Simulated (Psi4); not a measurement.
## Energy and gradient calculation of MoH₂O₄

The run: energy and gradient calculation of MoH₂O₄, SMILES [O]=[Mo](=[O])([OH])[OH]. Method and program: r2SCAN/def2-SVP, RKS, core potentials def2 (Psi4 1.11).

The geometry comes from this level: PBE0-D4/def2-TZVP.

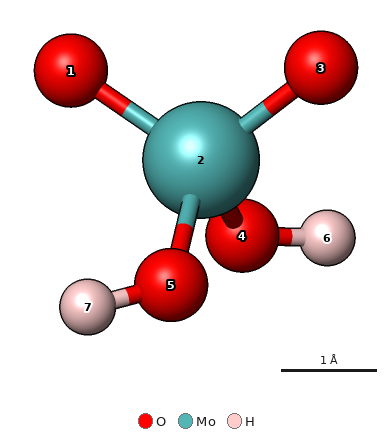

The structure as given in the input (ball-and-stick view, seen at a tilt; atoms are numbered from 1 in the order of the input). Sticks mark near contacts. Bond lengths as drawn: H–O 0.96 Å and Mo–O 1.68 to 1.87 Å.

### The input (calc.py)
```python
import psi4

psi4.set_memory(2200000000)
psi4.set_num_threads(1)
psi4.set_output_file('output.dat', False)

geom = psi4.geometry("""
0 1
O      0.052590    -1.899690    -0.237080
Mo     0.095070    -0.287340     0.216430
O      0.633380    -0.173900     1.799000
O     -1.628350     0.423020     0.074620
O      1.271080     0.657000    -0.888140
H     -2.030050     0.970480     0.754330
H      1.606280     0.310450    -1.719170
symmetry c1
no_reorient
no_com
""")

psi4.set_options({
    'reference': 'rks',
    'puream': True,
    'e_convergence': 1e-09,
    'd_convergence': 1e-08,
    'scf_type': 'pk',
    'dft_radial_points': 99,
    'dft_spherical_points': 590,
})

energy_value, wavefunction = psi4.gradient('r2scan/def2-SVP', molecule=geom, return_wfn=True)
psi4.oeprop(wavefunction, 'QUADRUPOLE', 'LOWDIN_CHARGES', 'MAYER_INDICES')
print('gradient / Eh bohr^-1')
print(energy_value.np.round(6))
print(f'energy = {wavefunction.energy():.10f} Eh')
for k, v in sorted(psi4.core.scalar_variables().items()):
    print(f'{k:45s} {v:18.10f}')
```

Run as:
```bash
python calc.py
```

### Output
```
Psi4 1.11 release

gradient() will perform analytic gradient computation.

   => Loading Basis Set <=

    Name: DEF2-SVP
    Role: ORBITAL
    Keyword: BASIS

    !!!  WARNING: ECP capability is in beta. Please check occupations closely.  !!!

         ---------------------------------------------------------
                                   SCF
                              RKS Reference
                        1 Threads,   2098 MiB Core
         ---------------------------------------------------------

  ==> Geometry <==

    Molecular point group: c1
    Full point group: C1

    Geometry (in Angstrom), charge = 0, multiplicity = 1:

       Center              X                  Y                   Z               Mass
    ------------   -----------------  -----------------  -----------------  -----------------
         O            0.052590000000    -1.899690000000    -0.237080000000    15.994914619570
         MO           0.095070000000    -0.287340000000     0.216430000000    97.905404820000
         O            0.633380000000    -0.173900000000     1.799000000000    15.994914619570
         O           -1.628350000000     0.423020000000     0.074620000000    15.994914619570
         O            1.271080000000     0.657000000000    -0.888140000000    15.994914619570
         H           -2.030050000000     0.970480000000     0.754330000000     1.007825032230
         H            1.606280000000     0.310450000000    -1.719170000000     1.007825032230

  Running in c1 symmetry.

  Rotational constants: A =      0.11648  B =      0.11323  C =      0.09782 [cm^-1]
  Rotational constants: A =   3492.11578  B =   3394.61661  C =   2932.59434 [MHz]
  Nuclear repulsion =  226.529775144928550

  Charge       = 0
  Multiplicity = 1
  Electrons    = 48
  Nalpha       = 24
  Nbeta        = 24

  ==> Algorithm <==

  SCF Algorithm Type is PK.
  DIIS enabled.
  MOM disabled.
  Fractional occupation disabled.
  Guess Type is SAD.
  Energy threshold   = 1.00e-09
  Density threshold  = 1.00e-08
  Integral threshold = 1.00e-12

  ==> Primary Basis <==

  Basis Set: DEF2-SVP
    Blend: DEF2-SVP
    Number of shells: 41
    Number of basis functions: 97
    Number of Cartesian functions: 106
    Spherical Harmonics?: true
    Max angular momentum: 3

  Core potential: DEF2-SVP
    Number of shells: 4
    Number of ECP primitives: 14
    Number of ECP core electrons: 28
    Max angular momentum: 3

  ==> DFT Potential <==

   => LibXC <=

    Version 7.1.2

   => Composite Functional: R2SCAN <=

    r2SCAN Meta-GGA XC Functional  (0.1021/acs.jpclett.0c02405)

    Deriv               =              1
    GGA                 =           TRUE
    Meta                =           TRUE

    Exchange Hybrid     =          FALSE
    MP2 Hybrid          =          FALSE

   => Exchange Functionals <=

    1.0000   XC_MGGA_X_R2SCAN

   => Correlation Functionals <=

    1.0000   XC_MGGA_C_R2SCAN

   => LibXC Density Thresholds  <==

    XC_MGGA_C_R2SCAN:  1.00E-15
    XC_MGGA_X_R2SCAN:  1.00E-11

   => Molecular Quadrature <=

    Radial Scheme          =       TREUTLER
    Pruning Scheme         =           NONE
    Nuclear Scheme         =       TREUTLER

    Blocking Scheme        =         OCTREE
    BS radius alpha        =              1
    Pruning alpha          =              1
    Radial Points          =             99
    Spherical Points       =            590
    Total Points           =         392435
    Total Blocks           =           2879
    Max Points             =            256
    Max Functions          =             95
    Weights Tolerance      =       1.00E-15

  ==> Integral Setup <==

  Using in-core PK algorithm.
   Calculation information:
      Number of atoms:                   7
      Number of AO shells:              41
      Number of primitives:             77
      Number of atomic orbitals:       106
      Number of basis functions:        97

      Integral cutoff                 1.00e-12
      Number of threads:                 1

  Performing in-core PK
  Using 22595762 doubles for integral storage.
  We computed 331411 shell quartets total.
  Whereas there are 371091 unique shell quartets.

  ==> DiskJK: Disk-Based J/K Matrices <==

    J tasked:                  Yes
    K tasked:                   No
    wK tasked:                  No
    Memory [MiB]:              675
    Schwarz Cutoff:          1E-12

  Cached 33.3% of DFT collocation blocks in 0.654 [GiB].

  Minimum eigenvalue in the overlap matrix is 1.3475173500E-02.
  Reciprocal condition number of the overlap matrix is 3.1176475093E-03.
    Using symmetric orthogonalization.

  ==> Pre-Iterations <==

  SCF Guess: Superposition of Atomic Densities via on-the-fly atomic UHF (no occupation information).

   -------------------------
    Irrep   Nso     Nmo
   -------------------------
     A         97      97
   -------------------------
    Total      97      97
   -------------------------

  ==> Iterations <==

                        Total Energy        Delta E     RMS |[F,P]|

   @RKS iter SAD:  -369.13458547139089   -3.69135e+02   0.00000e+00
   @RKS iter   1:  -368.90679989844591    2.27786e-01   1.76804e-02 DIIS/ADIIS
   @RKS iter   2:  -356.92280262595392    1.19840e+01   4.58828e-02 DIIS/ADIIS
   @RKS iter   3:  -369.18847444079057   -1.22657e+01   1.54896e-02 DIIS/ADIIS
   @RKS iter   4:  -369.71925869738288   -5.30784e-01   1.03955e-02 DIIS/ADIIS
   @RKS iter   5:  -370.10476469641202   -3.85506e-01   2.87454e-03 DIIS/ADIIS
   @RKS iter   6:  -370.08307882253547    2.16859e-02   3.74404e-03 DIIS/ADIIS
   @RKS iter   7:  -370.13752110282826   -5.44423e-02   2.26458e-04 DIIS/ADIIS
   @RKS iter   8:  -370.13751885040506    2.25242e-06   2.24891e-04 DIIS/ADIIS
   @RKS iter   9:  -370.13770721300006   -1.88363e-04   6.01952e-05 DIIS
   @RKS iter  10:  -370.13771862528250   -1.14123e-05   2.49656e-05 DIIS
   @RKS iter  11:  -370.13772103280905   -2.40753e-06   6.77451e-06 DIIS
   @RKS iter  12:  -370.13772119495331   -1.62144e-07   1.62310e-06 DIIS
   @RKS iter  13:  -370.13772120532758   -1.03743e-08   2.40078e-07 DIIS
   @RKS iter  14:  -370.13772120558576   -2.58183e-10   1.90170e-08 DIIS
   @RKS iter  15:  -370.13772120558690   -1.13687e-12   5.32837e-09 DIIS
  Energy and wave function converged.

  ==> Post-Iterations <==

   Electrons on quadrature grid:
      Ntotal   =   47.9999992619 ; deviation = -7.381e-07

    Orbital Energies [Eh]
    ---------------------

    Doubly Occupied:

       1A    -19.003407     2A    -19.003395     3A    -18.987287
       4A    -18.987284     5A     -2.637234     6A     -1.659432
       7A     -1.650844     8A     -1.642070     9A     -0.964572
      10A     -0.959199    11A     -0.878722    12A     -0.869295
      13A     -0.510190    14A     -0.505965    15A     -0.406850
      16A     -0.405600    17A     -0.396644    18A     -0.379716
      19A     -0.357725    20A     -0.325541    21A     -0.325269
      22A     -0.311063    23A     -0.307957    24A     -0.288585

    Virtual:

      25A     -0.105090    26A     -0.099739    27A     -0.057738
      28A     -0.021858    29A     -0.006647    30A      0.000396
      31A      0.037688    32A      0.075872    33A      0.081617
      34A      0.131210    35A      0.148152    36A      0.192477
      37A      0.310152    38A      0.310213    39A      0.327498
      40A      0.350454    41A      0.359289    42A      0.380866
      43A      0.407268    44A      0.415216    45A      0.655749
      46A      0.655807    47A      0.917332    48A      0.949282
      49A      0.949373    50A      0.952793    51A      0.982739
      52A      1.024656    53A      1.030984    54A      1.071075
      55A      1.101499    56A      1.156983    57A      1.161194
      58A      1.197496    59A      1.222930    60A      1.249346
      61A      1.319921    62A      1.341260    63A      1.348892
      64A      1.358422    65A      1.401285    66A      1.445024
      67A      1.445895    68A      1.477254    69A      1.535996
      70A      1.570057    71A      1.581915    72A      1.676009
      73A      1.717346    74A      1.866374    75A      2.243582
      76A      2.244901    77A      2.599933    78A      2.604763
      79A      2.610176    80A      2.640801    81A      2.654768
      82A      2.673231    83A      2.723710    84A      2.725956
      85A      2.789923    86A      2.814287    87A      2.821792
      88A      2.857835    89A      2.899261    90A      2.935753
      91A      2.951292    92A      2.968359    93A      3.017081
      94A      3.439219    95A      3.734249    96A      3.750140
      97A     39.604366

    Final Occupation by Irrep:
              A
    DOCC [    24 ]
    NA   [    24 ]
    NB   [    24 ]

  @RKS Final Energy:  -370.13772120558690

   => Energetics <=

    Nuclear Repulsion Energy =            226.5297751449285499
    One-Electron Energy =                -982.1957158242615833
    Two-Electron Energy =                 428.3119966129801242
    DFT Exchange-Correlation Energy =     -42.7837771392339405
    Empirical Dispersion Energy =           0.0000000000000000
    VV10 Nonlocal Energy =                  0.0000000000000000
    Total Energy =                       -370.1377212055868995

Computation Completed

Properties will be evaluated at   0.000000,   0.000000,   0.000000 [a0]

Properties computed using the SCF density matrix

 Multipole Moments:

 ------------------------------------------------------------------------------------
     Multipole            Electronic (a.u.)      Nuclear  (a.u.)        Total (a.u.)
 ------------------------------------------------------------------------------------

 L = 1.  Multiply by 2.5417464519 to convert [e a0] to [Debye]
 Dipole X            :         -6.9439646            6.6836023           -0.2603623
 Dipole Y            :         20.9889895          -20.2019093            0.7870802
 Dipole Z            :        -15.8096905           15.2167929           -0.5928977
 Magnitude           :                                                    1.0192210

 ------------------------------------------------------------------------------------

	total time  =         26 seconds =       0.43 minutes

         ------------------------------------------------------------
                                   SCF GRAD
         ------------------------------------------------------------

  ==> Geometry <==

    Molecular point group: c1
    Full point group: C1

    Geometry (in Angstrom), charge = 0, multiplicity = 1:

       Center              X                  Y                   Z               Mass
    ------------   -----------------  -----------------  -----------------  -----------------
         O            0.052590000000    -1.899690000000    -0.237080000000    15.994914619570
         MO           0.095070000000    -0.287340000000     0.216430000000    97.905404820000
         O            0.633380000000    -0.173900000000     1.799000000000    15.994914619570
         O           -1.628350000000     0.423020000000     0.074620000000    15.994914619570
         O            1.271080000000     0.657000000000    -0.888140000000    15.994914619570
         H           -2.030050000000     0.970480000000     0.754330000000     1.007825032230
         H            1.606280000000     0.310450000000    -1.719170000000     1.007825032230

  Nuclear repulsion =  226.529775144928550

  ==> Basis Set <==

  Basis Set: DEF2-SVP
    Blend: DEF2-SVP
    Number of shells: 41
    Number of basis functions: 97
    Number of Cartesian functions: 106
    Spherical Harmonics?: true
    Max angular momentum: 3

  Core potential: DEF2-SVP
    Number of shells: 4
    Number of ECP primitives: 14
    Number of ECP core electrons: 28
    Max angular momentum: 3

  ==> DirectJKGrad: Integral-Direct SCF Gradients <==

    Gradient:                    1
    J tasked:                  Yes
    K tasked:                   No
    wK tasked:                  No
    Integrals threads:           1
    Schwarz Cutoff:          1E-12

  ==> DFT Potential <==

   => LibXC <=

    Version 7.1.2

   => Composite Functional: R2SCAN <=

    r2SCAN Meta-GGA XC Functional  (0.1021/acs.jpclett.0c02405)

    Deriv               =              1
    GGA                 =           TRUE
    Meta                =           TRUE

    Exchange Hybrid     =          FALSE
    MP2 Hybrid          =          FALSE

   => Exchange Functionals <=

    1.0000   XC_MGGA_X_R2SCAN

   => Correlation Functionals <=

    1.0000   XC_MGGA_C_R2SCAN

   => LibXC Density Thresholds  <==

    XC_MGGA_C_R2SCAN:  1.00E-15
    XC_MGGA_X_R2SCAN:  1.00E-11

   => Molecular Quadrature <=

    Radial Scheme          =       TREUTLER
    Pruning Scheme         =           NONE
    Nuclear Scheme         =       TREUTLER

    Blocking Scheme        =         OCTREE
    BS radius alpha        =              1
    Pruning alpha          =              1
    Radial Points          =             99
    Spherical Points       =            590
    Total Points           =         392435
    Total Blocks           =           2879
    Max Points             =            256
    Max Functions          =             95
    Weights Tolerance      =       1.00E-15

  -Total Gradient:
     Atom            X                  Y                   Z
    ------   -----------------  -----------------  -----------------
       1        0.000114400517     0.014702473277     0.004117531494
       2        0.003388037715    -0.010231006704     0.007696350894
       3       -0.004675766760    -0.000909783585    -0.014497654339
       4        0.000253419966     0.002642974913     0.004717143717
       5        0.000137095583    -0.003833817518    -0.003827279995
       6        0.003790906726    -0.004456794667    -0.004935563777
       7       -0.003006727319     0.002082160841     0.006732594100

	total time  =          5 seconds =       0.08 minutes

Properties will be evaluated at   0.000000,   0.000000,   0.000000 [a0]
OEProp: No title given, name of density matrix used for the following properties is 'SCF density'

 Multipole Moments:

 ------------------------------------------------------------------------------------
     Multipole            Electronic (a.u.)      Nuclear  (a.u.)        Total (a.u.)
 ------------------------------------------------------------------------------------

 L = 1.  Multiply by 2.5417464519 to convert [e a0] to [Debye]
 Dipole X            :         -6.9439646            6.6836023           -0.2603623
 Dipole Y            :         20.9889895          -20.2019093            0.7870802
 Dipole Z            :        -15.8096905           15.2167929           -0.5928977
 Magnitude           :                                                    1.0192210

 L = 2.  Multiply by 1.3450342976 to convert [e a0^2] to [Debye ang]
 Quadrupole XX       :       -188.2579796          157.8289484          -30.4290312
 Quadrupole XY       :          6.0954820           -8.4423307           -2.3468487
 Quadrupole XZ       :         12.4110681          -17.8271380           -5.4160699
 Quadrupole YY       :       -164.7826193          129.2417510          -35.5408683
 Quadrupole YZ       :         15.4366163          -14.2399020            1.1967144
 Quadrupole ZZ       :       -163.3849617          131.6869306          -31.6980311
 Traceless XX        :        -16.1161261           18.2430717            2.1269457
 Traceless YY        :          7.3592342          -10.3441256           -2.9848914
 Traceless ZZ        :          8.7568919           -7.8989461            0.8579458

 ------------------------------------------------------------------------------------
  Lowdin Charges: (a.u.)
   Center  Symbol    Alpha    Beta     Spin     Total
       1     O     4.06856  4.06856  0.00000 -0.13712
       2    MO     6.85395  6.85395  0.00000  0.29210
       3     O     4.06856  4.06856  0.00000 -0.13713
       4     O     4.06542  4.06542  0.00000 -0.13084
       5     O     4.06542  4.06542  0.00000 -0.13084
       6     H     0.43904  0.43904  0.00000  0.12192
       7     H     0.43904  0.43904  0.00000  0.12192

  Total alpha = 24.00000, Total beta = 24.00000, Total charge =  0.00000

  Mayer Bond Indices:

  Irrep: 1 Size: 7 x 7

                 1                   2                   3                   4                   5

    1     0.00000000000000     2.06707818156768     0.16106977303322     0.08728584243444     0.04921857123627
    2     2.06707818156768     0.00000000000000     2.06707891802261     1.09905802494302     1.09905763412974
    3     0.16106977303322     2.06707891802261     0.00000000000000     0.04921529759366     0.08728408147852
    4     0.08728584243444     1.09905802494302     0.04921529759366     0.00000000000000     0.04684990354966
    5     0.04921857123627     1.09905763412974     0.08728408147852     0.04684990354966     0.00000000000000
    6     0.00254387958398     0.03448375780855     0.00424288719534     0.92328924468672     0.00034228525817
    7     0.00424360474756     0.03448382046109     0.00254435598415     0.00034229476904     0.92329221020620

                 6                   7

    1     0.00254387958398     0.00424360474756
    2     0.03448375780855     0.03448382046109
    3     0.00424288719534     0.00254435598415
    4     0.92328924468672     0.00034229476904
    5     0.00034228525817     0.92329221020620
    6     0.00000000000000     0.00002438244870
    7     0.00002438244870     0.00000000000000

  Atomic Valences:

 #  #
 Irrep: 1
      1:    2.371439852603160
      2:    6.401240336932694
      3:    2.371435313307493
      4:    2.206040607976539
      5:    2.206044685858569
      6:    0.964926436981460
      7:    0.964930668616736
```

### Standard output
```
gradient / Eh bohr^-1
[[ 0.000114  0.014702  0.004118]
 [ 0.003388 -0.010231  0.007696]
 [-0.004676 -0.00091  -0.014498]
 [ 0.000253  0.002643  0.004717]
 [ 0.000137 -0.003834 -0.003827]
 [ 0.003791 -0.004457 -0.004936]
 [-0.003007  0.002082  0.006733]]
energy = -370.1377212056 Eh
CURRENT ENERGY                                   -370.1377212056
CURRENT REFERENCE ENERGY                         -370.1377212056
DD SOLVATION ENERGY                                 0.0000000000
DFT FUNCTIONAL TOTAL ENERGY                      -370.1377212056
DFT TOTAL ENERGY                                 -370.1377212056
DFT VV10 ENERGY                                     0.0000000000
DFT XC ENERGY                                     -42.7837771392
GRID ELECTRONS ALPHA                               23.9999996309
GRID ELECTRONS BETA                                23.9999996309
GRID ELECTRONS TOTAL                               47.9999992619
NUCLEAR REPULSION ENERGY                          226.5297751449
ONE-ELECTRON ENERGY                              -982.1957158243
PCM POLARIZATION ENERGY                             0.0000000000
PE ENERGY                                           0.0000000000
SCF ITERATION ENERGY                             -370.1377212056
SCF ITERATIONS                                     15.0000000000
SCF TOTAL ENERGY                                 -370.1377212056
TWO-ELECTRON ENERGY                               428.3119966130
XC GRID RADIAL POINTS                              99.0000000000
XC GRID SPHERICAL POINTS                          590.0000000000
XC GRID TOTAL POINTS                           392435.0000000000
```

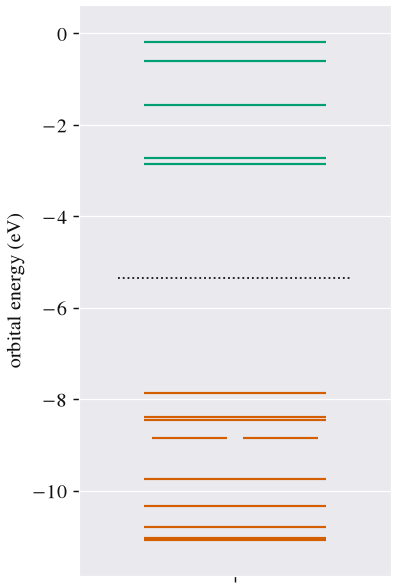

Orbital energies near the frontier; the dotted line parts filled from empty levels, and levels within 0.02 eV of each other stand side by side. Highest filled −7.85 eV, lowest empty −2.86 eV, 4.99 eV apart.

### Results in brief

- outcome: converged
- total energy: −370.137721 hartree
- basis functions: 97
- largest force: 0.785 eV/Å
- HOMO: −7.85 eV
- LUMO: −2.86 eV
- dipole moment: 2.59 D
- hardware: 1 thread of Intel Xeon (Granite Rapids), 32 GiB of memory available, shared host
- wall time: 32 s
- peak memory: 1.1 GiB
